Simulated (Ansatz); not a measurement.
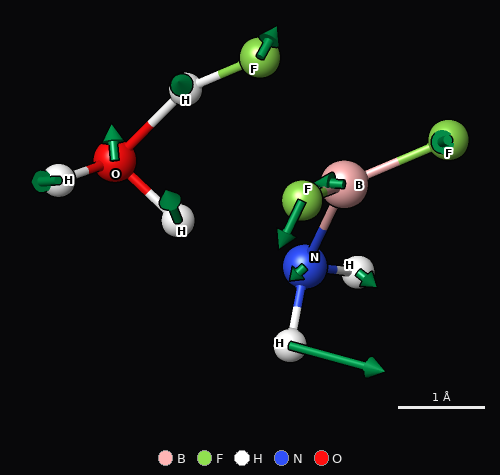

A constrained relaxation of BNH5OF3. The starting structure is drawn; green arrows show the displacements, magnified 20 times. The two geometries are superimposed by the best rigid fit.

Style: ball-and-stick. Shown at a tilt.

The reaction that was planned forms B1–N6, H5–O8, F2–H7 and breaks B1–F2, H5–N6, H7–O8 (atoms numbered from 1 in input order).

Level of theory: RKS PBE0-D4/def2-SVP (Ansatz 0.2.0). (held fixed: the distance between atoms 1 (B) and 6 (N), the distance between atoms 5 (H) and 8 (O), the distance between atoms 2 (F) and 7 (H), the distance between atoms 1 (B) and 2 (F), the distance between atoms 5 (H) and 6 (N), the distance between atoms 7 (H) and 8 (O), counting from 1; force threshold 0.04 eV/Å; at most 150 steps)

**Atoms of which element are displaced furthest, and by how much?**

Hydrogen: up to 0.067 Å, against 0.033 Å for fluorine.

**Describe the change and its energy.**

An H atom moves most after the best rigid fit: 0.067 Å. By element the largest moves are H 0.067 Å, F 0.033 Å, O 0.023 Å, B 0.020 Å, N 0.013 Å. Among the contacts that change: B–F 1.328 → 1.339 Å, H–N 1.009 → 1.019 Å. Among the angles between lasting bonds that change: B–N–H 113.3° → 111.1°. Over 3 geometry steps the energy falls by 2.92 kJ/mol. Largest force component: 0.4 eV/Å at the start, 0.035 eV/Å at the end. Cost: 4.5 s on 8 threads of Arm Neoverse V2, with other jobs on the host.
